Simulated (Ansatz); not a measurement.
# H4OSn: molecular dynamics

Aim: follow the molecule's vibrations and see whether its bonds hold. The start is relaxed first. Runs: 250 steps of 0.5 fs under a Nosé-Hoover thermostat at 700 K; 40 steps of 3 fs under a Langevin thermostat at 200 K. SMILES of the start: [OH][SnH3].

Method: RKS BHLYP/def2-SVP, in Ansatz 0.2.0.

### 1 Starting point

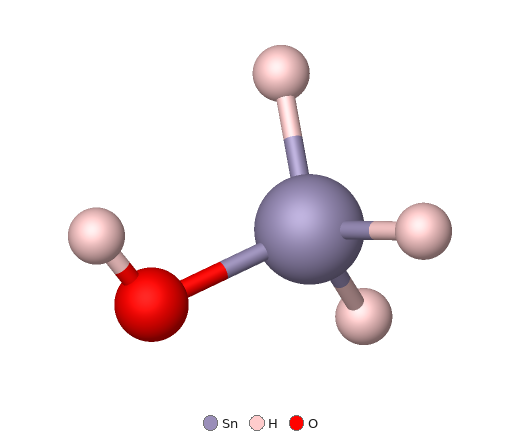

Start, viewed from a chosen angle; tin purple, hydrogen pink, oxygen red.

Coordinates:

```xyz
6

Sn    0.0000    0.0000    0.0000
H     0.0000    0.0000    1.7400
O     1.8483    0.0000   -0.6527
H     2.1646   -0.9521   -0.7693
H    -0.8195    1.4198   -0.5794
H    -0.8195   -1.4198   -0.5794
```

### 2 Relaxing the start

Input file input.yaml:

```yaml
crystal:
  periodic: [false, false, false]
  atoms:
    - { symbol: Sn, position_ang: [0.0, 0.0, 0.0] }
    - { symbol: H, position_ang: [0.0, 0.0, 1.74] }
    - { symbol: O, position_ang: [1.8483, 0.0, -0.6527] }
    - { symbol: H, position_ang: [2.1646, -0.9521, -0.7693] }
    - { symbol: H, position_ang: [-0.8195, 1.4198, -0.5794] }
    - { symbol: H, position_ang: [-0.8195, -1.4198, -0.5794] }
basis:
  gaussian: { orbitals: def2-SVP }
hamiltonian:
  xc: { name: BHLYP }
relax:
  f_tol: 0.02
  max_steps: 40
```

On the command line:

```
> ansatz run input.yaml --threads 1 --pin off --max-ram 2048MiB --backend cpu --events-out ev --progress --plain --runs-dir out
```

The log of the run, shortened:

```text
Warning: RAYON_NUM_THREADS=1 ignored (pool sized by the plan → 1); use --threads N
[...]
Functional definition: BHLYP
[...]
730 factors; integrals over basis functions are off by at most 3.1e-4 eV
[...]
mean field -7938.09601607 eV, -291.7196479557 hartree, gradient 3.0e-5 eV, S^2 0.000000; 0 other end points of the search recorded, 0 dependent functions left out
[...]
reference -7938.09617321 eV, -291.7196537305 hartree; 17, 17 occupied and 43, 43 virtual orbitals, 730 factors
relax step   1: F+E_penalty+E_count = -7938.09601607 eV  Δ(F+E_penalty+E_count) = +0.000e0 eV  max|allowed force component| = 2.468e0 eV/Å  Δτ_max = 0.0000 Å  (22 SCF iters, accepted)
[...]
relax step   3: F+E_penalty+E_count = -7938.22501529 eV  Δ(F+E_penalty+E_count) = -2.973e-2 eV  max|allowed force component| = 1.458e-1 eV/Å  Δτ_max = 0.0532 Å  (29 SCF iters, accepted)
[...]
relax step   5: F+E_penalty+E_count = -7938.22907303 eV  Δ(F+E_penalty+E_count) = -2.566e-3 eV  max|allowed force component| = 3.190e-2 eV/Å  Δτ_max = 0.0896 Å  (28 SCF iters, accepted)
[...]
relax step   7: F+E_penalty+E_count = -7938.22992299 eV  Δ(F+E_penalty+E_count) = -5.599e-4 eV  max|allowed force component| = 7.081e-3 eV/Å  Δτ_max = 0.0362 Å  (29 SCF iters, accepted)
[...]
relax step   8: F+E_penalty+E_count = -7938.22997654 eV  Δ(F+E_penalty+E_count) = -5.355e-5 eV  max|allowed force component| = 4.816e-2 eV/Å  Δτ_max = 0.0235 Å  (29 SCF iters, accepted)
[...]
relax step   9: F+E_penalty+E_count = -7938.23000991 eV  Δ(F+E_penalty+E_count) = -3.337e-5 eV  max|allowed force component| = 4.257e-3 eV/Å  Δτ_max = 0.0046 Å  (22 SCF iters, accepted)
730 factors; integrals over basis functions are off by at most 3.1e-4 eV
mean field -7938.23000991 eV, -291.7245721386 hartree, gradient 2.1e-5 eV, S^2 0.000000; 1 other end points of the search recorded, 0 dependent functions left out
[...]
reference -7938.23016738 eV, -291.7245779254 hartree; 17, 17 occupied and 43, 43 virtual orbitals, 730 factors
Total energy: -7938.23016738 eV, -291.7245779254 hartree
Atom 0 at    -0.066593    -0.036098    -0.008340 Å, force     0.003680    -0.000059     0.002955 eV/Å
Atom 1 at     0.074887    -0.061899     1.693896 Å, force    -0.000784    -0.000840     0.004257 eV/Å
Atom 2 at     1.746991    -0.052731    -0.800947 Å, force    -0.003800     0.001139    -0.003868 eV/Å
Atom 3 at     2.276153    -0.817132    -0.585240 Å, force    -0.002196    -0.000708     0.001649 eV/Å
Atom 4 at    -0.729382     1.419431    -0.578045 Å, force     0.000834     0.000155    -0.002720 eV/Å
Atom 5 at    -0.928156    -1.403671    -0.562124 Å, force     0.002265     0.000313    -0.002273 eV/Å
Dipole moment:    -0.187732    -0.243418     0.225207 e Å
```

Wall time 27 s (1 thread of Intel Xeon Platinum 8259CL at 2.50GHz (Skylake/Cascade Lake), shared host); peak memory 0.13 GiB.

The steps of the relaxation:

```csv
step,energy from step 1 (eV),largest force component (eV/Å)
1,0.0000,2.4675
2,-0.0993,0.8562
3,-0.1290,0.1458
4,-0.1305,0.0410
5,-0.1331,0.0319
6,-0.1333,0.0933
7,-0.1339,0.0071
8,-0.1340,0.0482
9,-0.1340,0.0043
```

Step 1 is the start.

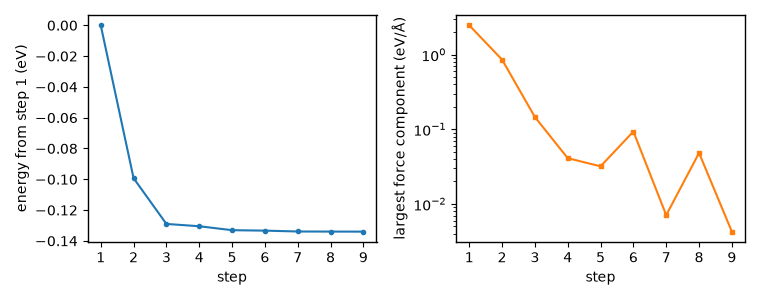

How energy and force went from step to step.

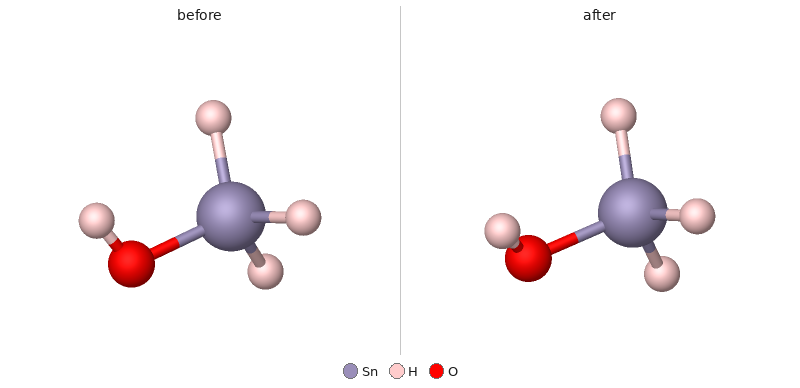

Before and after, at one scale.

After: Bond lengths: Sn1–H2 1.708 Å, Sn1–O3 1.979 Å, O3–H4 0.954 Å, Sn1–H5 1.698 Å, Sn1–H6 1.709 Å. Angles: H2–Sn1–O3 108.8°, H2–Sn1–H5 112.3°, H2–Sn1–H6 110.6°, O3–Sn1–H5 103.3°, O3–Sn1–H6 109.0°, H5–Sn1–H6 112.4°, Sn1–O3–H4 115.1°.

### 3 Run 1

250 steps of 0.5 fs under a Nosé-Hoover thermostat at 700 K, from the relaxed start.

Input file input.yaml:

```yaml
crystal:
  periodic: [false, false, false]
  atoms:
    - { symbol: Sn, position_ang: [-0.066593, -0.036098, -0.00834] }
    - { symbol: H, position_ang: [0.074887, -0.061899, 1.693896] }
    - { symbol: O, position_ang: [1.746991, -0.052731, -0.800947] }
    - { symbol: H, position_ang: [2.276153, -0.817132, -0.58524] }
    - { symbol: H, position_ang: [-0.729382, 1.419431, -0.578045] }
    - { symbol: H, position_ang: [-0.928156, -1.403671, -0.562124] }
basis:
  gaussian: { orbitals: def2-SVP }
hamiltonian:
  xc: { name: BHLYP }
md:
  timestep: 0.5
  n_steps: 250
  ensemble: nvt_nose_hoover
  temperature: 700.0
  initial_velocities: maxwell_boltzmann
  seed: 289315
  nose_hoover: { tau: 100.0, chain_length: 1 }
```

On the command line:

```
> ansatz run input.yaml --threads 1 --pin off --max-ram 2048MiB --backend cpu --events-out ev --progress --plain --runs-dir out
```

The log of the run, shortened:

```text
Warning: RAYON_NUM_THREADS=1 ignored (pool sized by the plan → 1); use --threads N
[...]
[... 1 set-up line as earlier in the session ...]
[...]
725 factors; integrals over basis functions are off by at most 3.3e-4 eV
[...]
mean field -7938.23000144 eV, -291.7245718273 hartree, gradient 2.6e-5 eV, S^2 0.000000; 0 other end points of the search recorded, 0 dependent functions left out
[...]
reference -7938.23015680 eV, -291.7245775367 hartree; 17, 17 occupied and 43, 43 virtual orbitals, 725 factors
md step     0: t =     0.00 fs  T =   700.0 K  F+E_penalty+E_count = -7938.23000144 eV  E_kin = 0.361928 eV  conserved = -7937.86807344 eV  (24 SCF iters)
[...]
md step    18: t =     9.00 fs  T =   377.8 K  F+E_penalty+E_count = -7938.06246008 eV  E_kin = 0.195338 eV  conserved = -7937.86758636 eV  (23 SCF iters)
[...]
md step    36: t =    18.00 fs  T =   488.6 K  F+E_penalty+E_count = -7938.11849436 eV  E_kin = 0.252651 eV  conserved = -7937.86789557 eV  (24 SCF iters)
[...]
md step    54: t =    27.00 fs  T =   498.4 K  F+E_penalty+E_count = -7938.11862092 eV  E_kin = 0.257680 eV  conserved = -7937.86749908 eV  (29 SCF iters)
[...]
md step    72: t =    36.00 fs  T =   400.0 K  F+E_penalty+E_count = -7938.06323324 eV  E_kin = 0.206796 eV  conserved = -7937.86765524 eV  (22 SCF iters)
md step    73: t =    36.50 fs  T =   361.4 K  F+E_penalty+E_count = -7938.04275155 eV  E_kin = 0.186851 eV  conserved = -7937.86742612 eV  (23 SCF iters)
md step    74: t =    37.00 fs  T =   323.0 K  F+E_penalty+E_count = -7938.02234023 eV  E_kin = 0.167000 eV  conserved = -7937.86714604 eV  (23 SCF iters)
```

### 4 More of the same log: dynamics from the start

The log, continued, shortened:

```text
md step    75: t =    37.50 fs  T =   293.3 K  F+E_penalty+E_count = -7938.00648980 eV  E_kin = 0.151672 eV  conserved = -7937.86688108 eV  (25 SCF iters)
[...]
md step    99: t =    49.50 fs  T =   467.4 K  F+E_penalty+E_count = -7938.08672132 eV  E_kin = 0.241642 eV  conserved = -7937.86744222 eV  (30 SCF iters)
[...]
md step   123: t =    61.50 fs  T =   479.9 K  F+E_penalty+E_count = -7938.08153614 eV  E_kin = 0.248148 eV  conserved = -7937.86739391 eV  (29 SCF iters)
[...]
md step   147: t =    73.50 fs  T =   376.2 K  F+E_penalty+E_count = -7938.00940778 eV  E_kin = 0.194533 eV  conserved = -7937.86680333 eV  (23 SCF iters)
[...]
md step   170: t =    85.00 fs  T =   574.9 K  F+E_penalty+E_count = -7938.09965086 eV  E_kin = 0.297251 eV  conserved = -7937.86779842 eV  (23 SCF iters)
md step   171: t =    85.50 fs  T =   609.6 K  F+E_penalty+E_count = -7938.11668828 eV  E_kin = 0.315172 eV  conserved = -7937.86795928 eV  (22 SCF iters)
```

### 5 The log goes on: dynamics from the start

Output, continued, shortened:

```text
md step   172: t =    86.00 fs  T =   624.3 K  F+E_penalty+E_count = -7938.12328174 eV  E_kin = 0.322771 eV  conserved = -7937.86804309 eV  (22 SCF iters)
[...]
md step   191: t =    95.50 fs  T =   609.9 K  F+E_penalty+E_count = -7938.09367349 eV  E_kin = 0.315347 eV  conserved = -7937.86723301 eV  (29 SCF iters)
[...]
md step   210: t =   105.00 fs  T =   455.2 K  F+E_penalty+E_count = -7937.99458644 eV  E_kin = 0.235351 eV  conserved = -7937.86692392 eV  (23 SCF iters)
[...]
md step   229: t =   114.50 fs  T =   491.5 K  F+E_penalty+E_count = -7937.99056947 eV  E_kin = 0.254105 eV  conserved = -7937.86671194 eV  (29 SCF iters)
[...]
md step   248: t =   124.00 fs  T =   307.4 K  F+E_penalty+E_count = -7937.87498112 eV  E_kin = 0.158922 eV  conserved = -7937.86643160 eV  (23 SCF iters)
md step   249: t =   124.50 fs  T =   362.4 K  F+E_penalty+E_count = -7937.90306256 eV  E_kin = 0.187365 eV  conserved = -7937.86679558 eV  (22 SCF iters)
[...]
md step   250: t =   125.00 fs  T =   432.3 K  F+E_penalty+E_count = -7937.93876223 eV  E_kin = 0.223541 eV  conserved = -7937.86718312 eV  (22 SCF iters)
Total energy: -7937.93891694 eV, -291.7138746691 hartree
Atom 0 at    -0.065895    -0.033794    -0.003279 Å, force    -0.554791     1.204212    -2.542332 eV/Å
Atom 1 at    -0.006837    -0.891626     1.347440 Å, force    -0.085917    -0.692210     1.611504 eV/Å
Atom 2 at     1.774914    -0.061497    -0.760837 Å, force    -0.115968     0.113701     0.212384 eV/Å
Atom 3 at     1.876301    -0.905455    -1.195371 Å, force     0.225885     0.021817    -0.121532 eV/Å
Atom 4 at    -0.728454     1.575395    -0.135638 Å, force     0.512754    -0.434900     0.504824 eV/Å
Atom 5 at    -0.972933    -0.773732    -1.280582 Å, force     0.018037    -0.212619     0.335152 eV/Å
Dipole moment:    -0.305159    -0.244721     0.197962 e Å
```

Wall time 9.4 min (1 thread of Intel Xeon Platinum 8259CL at 2.50GHz (Skylake/Cascade Lake), shared host); peak memory 0.13 GiB.

### 6 What the atoms did

The trajectory, every 18 steps (energies from step 0):

```csv
time (fs),T (K),potential energy change (meV/atom),conserved energy change (meV/atom)
0.0,700,0.0,0.00
9.0,378,27.9,0.08
18.0,489,18.6,0.03
27.0,498,18.6,0.10
36.0,400,27.8,0.07
45.0,464,23.6,0.14
54.0,293,39.7,0.15
63.0,411,31.1,0.18
72.0,425,32.3,0.22
81.0,176,55.5,0.24
90.0,496,30.3,0.22
99.0,428,39.5,0.21
108.0,559,31.1,0.14
117.0,557,35.0,0.18
125.0,432,48.5,0.15
```

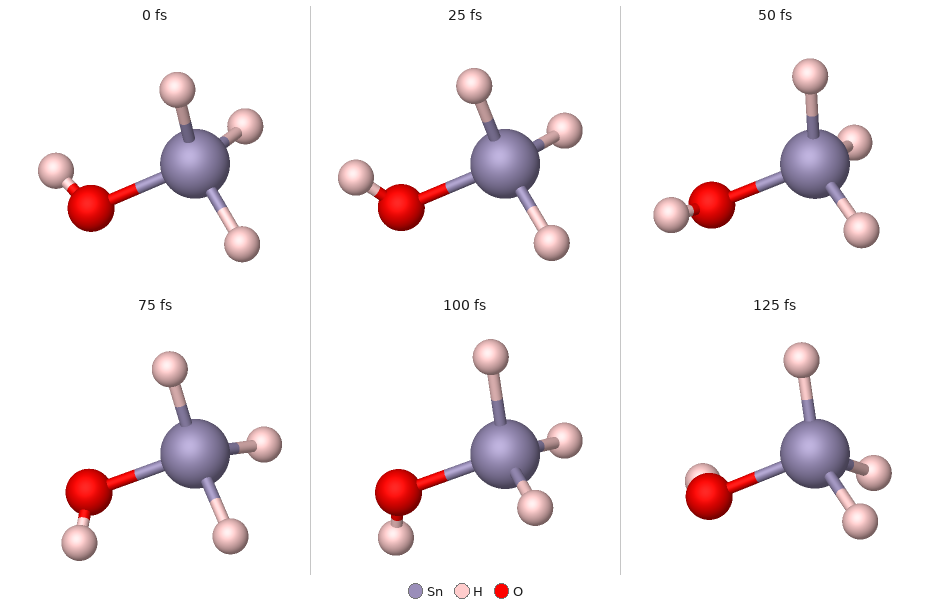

The system at six times, viewed from a chosen angle. Sticks join atoms within a bonding distance in each frame.

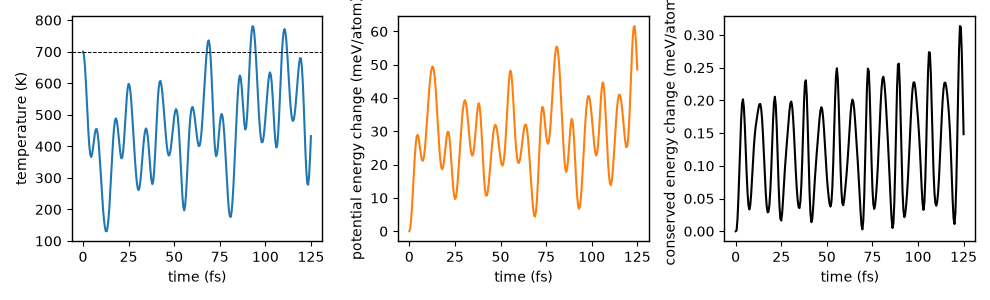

Traces against time; each panel has its own scale. The dashed line is the set temperature.

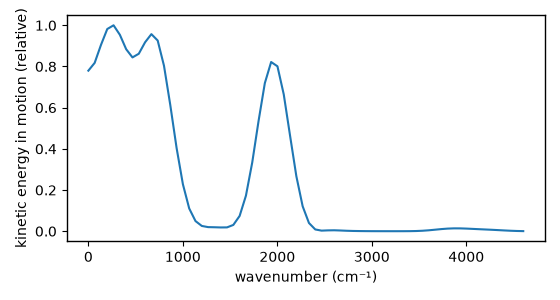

Power spectrum of the mass-weighted velocities; a run of 125 fs resolves no finer than about 530 cm⁻¹.

Maxima of the velocity power spectrum (cm⁻¹, relative height; resolution about 530 cm⁻¹): 670 (96), 1930 (82).

### 7 Positions and forces

Positions (Å) and forces (eV/Å):

```xyz
6
time_fs=15.5 T=316 dE=0.2002
Sn   -0.069   -0.039   -0.014    0.712    0.183    1.836
H     0.182   -0.028    1.772   -0.077   -0.219   -0.965
O     1.754   -0.062   -0.816   -0.067   -0.416    0.298
H     2.364   -0.513   -0.224   -0.149    0.175   -0.342
H    -0.585    1.526   -0.265   -0.389    0.350   -0.484
H    -1.045   -1.370   -0.371   -0.029   -0.072   -0.344
6
time_fs=31.0 T=270 dE=0.2318
Sn   -0.067   -0.033   -0.008    0.605   -0.935    1.045
H     0.307   -0.353    1.753   -0.567    0.425   -1.284
O     1.734   -0.108   -0.823    0.467    0.029    0.260
H     2.455   -0.091   -0.183   -0.442   -0.023   -0.384
H    -0.793    1.354   -0.570   -0.152    0.800    0.202
H    -1.018   -1.232   -0.755    0.088   -0.296    0.161
6
time_fs=47.0 T=371 dE=0.1916
Sn   -0.065   -0.031   -0.007   -0.058   -0.895    1.384
H    -0.104   -0.325    1.821    0.219    0.199   -1.524
O     1.728   -0.151   -0.831    0.620    0.547    0.615
H     2.418    0.333   -0.360   -0.367   -0.300   -0.377
H    -0.788    1.454   -0.271   -0.130    0.496   -0.157
H    -0.737   -1.317   -0.877   -0.284   -0.046    0.058
6
time_fs=62.5 T=430 dE=0.1758
Sn   -0.068   -0.034   -0.010    0.429   -0.567    1.568
H    -0.112   -0.355    1.802    0.211    0.133   -1.400
O     1.754   -0.159   -0.796    0.045    0.265    0.128
H     2.287    0.642   -0.780   -0.282   -0.318    0.081
H    -0.558    1.566   -0.129   -0.277    0.368   -0.289
H    -0.877   -1.287   -0.812   -0.126    0.119   -0.089
6
time_fs=78.0 T=390 dE=0.2192
Sn   -0.068   -0.036   -0.009    0.250   -0.427    0.551
H     0.261   -0.570    1.645   -0.505    0.431   -0.793
O     1.774   -0.151   -0.742   -0.185    0.057   -0.155
H     1.955    0.695   -1.148    0.260   -0.098   -0.142
H    -0.532    1.539   -0.443   -0.028    0.345    0.424
H    -1.234   -0.942   -0.875    0.208   -0.308    0.116
6
time_fs=94.0 T=754 dE=0.0575
Sn   -0.067   -0.037   -0.014   -0.081    0.232    0.981
H     0.067   -0.537    1.660    0.051    0.072   -0.675
O     1.778   -0.122   -0.716   -0.016   -0.246    0.133
H     1.934    0.242   -1.581   -0.065    0.073   -0.148
H    -0.515    1.628    0.005   -0.050   -0.202   -0.173
H    -1.179   -1.045   -0.836    0.161    0.072   -0.117
6
time_fs=109.5 T=734 dE=0.0996
Sn   -0.068   -0.032   -0.011   -0.013    0.098   -0.043
H    -0.011   -0.708    1.527    0.079   -0.184    0.366
O     1.784   -0.093   -0.726   -0.146    0.268    0.314
H     1.783   -0.446   -1.608    0.126   -0.086   -0.299
H    -0.618    1.604    0.200    0.121   -0.450   -0.377
H    -0.896   -1.118   -1.057   -0.167    0.353    0.039
6
time_fs=125.0 T=432 dE=0.2912
Sn   -0.066   -0.034   -0.003   -0.555    1.204   -2.542
H    -0.007   -0.892    1.347   -0.086   -0.692    1.611
O     1.775   -0.061   -0.761   -0.116    0.114    0.212
H     1.876   -0.905   -1.195    0.226    0.022   -0.121
H    -0.729    1.575   -0.136    0.513   -0.435    0.505
H    -0.973   -0.774   -1.281    0.018   -0.213    0.335
```

On run 1: Against a set 700 K the second half averages 518 K with a spread of 143 K; 31 meV/atom has gone into potential energy, and a thermostat that acts over some 100 fs has not made it up in 125 fs. The conserved energy strays from its start by at most 0.31 meV/atom, 0.8 % of the mean kinetic energy, so a step of 0.5 fs is short enough over this time. No bond forms or breaks.

### 8 Run 2

40 steps of 3 fs under a Langevin thermostat at 200 K, from the relaxed start.

Edit input.yaml of step 3 so:

```diff
@@ -14,8 +14,8 @@
 md:
-  timestep: 0.5
-  n_steps: 250
-  ensemble: nvt_nose_hoover
-  temperature: 700.0
+  timestep: 3.0
+  n_steps: 40
+  ensemble: nvt_langevin
+  temperature: 200.0
   initial_velocities: maxwell_boltzmann
-  seed: 289315
-  nose_hoover: { tau: 100.0, chain_length: 1 }
+  seed: 701781
+  friction: 0.001
```

On the command line:

```
> ansatz run input.yaml --threads 1 --pin off --max-ram 2048MiB --backend cpu --events-out ev --progress --plain --runs-dir out
```

The log of the run, shortened:

```text
Warning: RAYON_NUM_THREADS=1 ignored (pool sized by the plan → 1); use --threads N
[...]
[... 1 set-up line as earlier in the session ...]
[...]
725 factors; integrals over basis functions are off by at most 3.3e-4 eV
[...]
mean field -7938.23000144 eV, -291.7245718273 hartree, gradient 2.6e-5 eV, S^2 0.000000; 0 other end points of the search recorded, 0 dependent functions left out
[...]
reference -7938.23015680 eV, -291.7245775367 hartree; 17, 17 occupied and 43, 43 virtual orbitals, 725 factors
md step     0: t =     0.00 fs  T =   166.7 K  F+E_penalty+E_count = -7938.23000144 eV  E_kin = 0.129260 eV  (24 SCF iters)
[...]
md step    10: t =    30.00 fs  T = 129066906.6 K  F+E_penalty+E_count = -7630.84419035 eV  E_kin = 100099.129293 eV  (74 SCF iters)
[...]
md step    20: t =    60.00 fs  T = 483500625.2 K  F+E_penalty+E_count = -7924.12838464 eV  E_kin = 374983.741772 eV  (203 SCF iters)
[...]
md step    30: t =    90.00 fs  T = 455313873.0 K  F+E_penalty+E_count = -7924.13443451 eV  E_kin = 353123.224425 eV  (282 SCF iters)
[...]
md step    39: t =   117.00 fs  T = 431368744.7 K  F+E_penalty+E_count = -7924.12673672 eV  E_kin = 334552.340872 eV  (208 SCF iters)
[...]
md step    40: t =   120.00 fs  T = 428759767.9 K  F+E_penalty+E_count = -7924.12878076 eV  E_kin = 332528.922870 eV  (441 SCF iters)
Total energy: -7924.12905401 eV, -291.2063715673 hartree
Atom 0 at    -0.189581    -0.050194    -0.011216 Å, force    -0.198767    -0.443219     0.201682 eV/Å
Atom 1 at    -0.896080    -1.550255     0.558122 Å, force     0.240758     0.507863    -0.113333 eV/Å
Atom 2 at   448.988404   -65.895471   -84.312555 Å, force    -0.000014    -0.000034    -0.000050 eV/Å
Atom 3 at -7087.385113  1049.876809  1323.608164 Å, force    -0.000001    -0.000002    -0.000003 eV/Å
Atom 4 at    -0.048258     1.155367     1.217650 Å, force    -0.096796    -0.157900    -0.232790 eV/Å
Atom 5 at    -0.946233     0.428073    -1.476184 Å, force     0.054821     0.093292     0.144494 eV/Å
Dipole moment:  1023.356516  -151.572289  -191.124172 e Å
```

It took 5.1 min on 1 thread of Intel Xeon Platinum 8259CL at 2.50GHz (Skylake/Cascade Lake), shared host; peak memory 0.16 GiB.

### 9 Frames and traces

One step in 3; energies are changes from step 0:

```csv
time (fs),T (K),potential energy change (meV/atom)
0.0,167,0.0
9.0,1026,131.3
18.0,216,1149.9
27.0,7600,199.6
36.0,507285899,2349.9
45.0,498218193,2352.0
54.0,489323217,2351.1
63.0,480605222,2348.1
72.0,472025941,2349.5
81.0,463590388,2350.9
90.0,455313873,2349.3
99.0,447162553,2355.1
108.0,439180928,2355.4
117.0,431368745,2350.5
120.0,428759768,2350.2
```

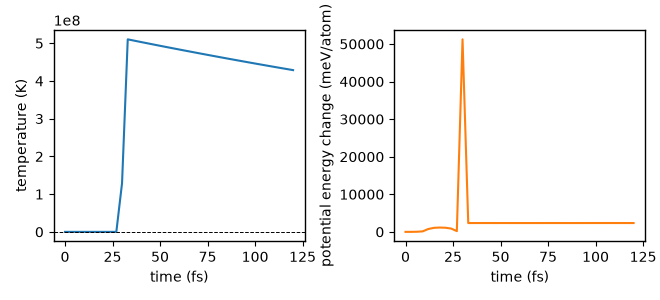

Traces against time; each panel has its own scale. The dashed line is the set temperature.

Bonds that form or break, judged by distance (formed within 1.15 times the sum of covalent radii and held on average over 12 fs, broken when stretched by half; pairs already stretched at the start don't count as bonds):

```csv
time (fs),bond,event
12.0,O3–H4,breaks
33.0,Sn1–O3,breaks
```

Reading of run 2. The temperature runs away to 510348037 K: the integration has become unstable, and nothing after that is physical.

### 10 Results

```
                                     quantity                                            value
                      relaxation of the start                          8 moves, 0.134 eV lower
                                run 1: length                              250 steps of 0.5 fs
      run 1: temperature, first and last step                                    700 and 432 K
              run 1: temperature, second half                    mean 518 K, from 176 to 781 K
         run 1: potential energy, second half          +31 meV/atom from this run's first step
run 1: largest change of the conserved energy                                    0.31 meV/atom
                run 1: bonds formed or broken                                                0
                                run 2: length                                 40 steps of 3 fs
      run 2: temperature, first and last step                              167 and 428759768 K
              run 2: temperature, second half  mean 455610037 K, from 428759768 to 483500625 K
         run 2: potential energy, second half        +2351 meV/atom from this run's first step
                run 2: bonds formed or broken                                                2
```

In words: Mean temperatures of the second halves: 518 K, none that means anything (unstable run). Bonds changed in run 2 (an artefact of the unstable or too long step). 120 fs on 6 atoms is far too short and small for converged averages. The nuclei move classically, without zero-point motion, which matters most for hydrogen.
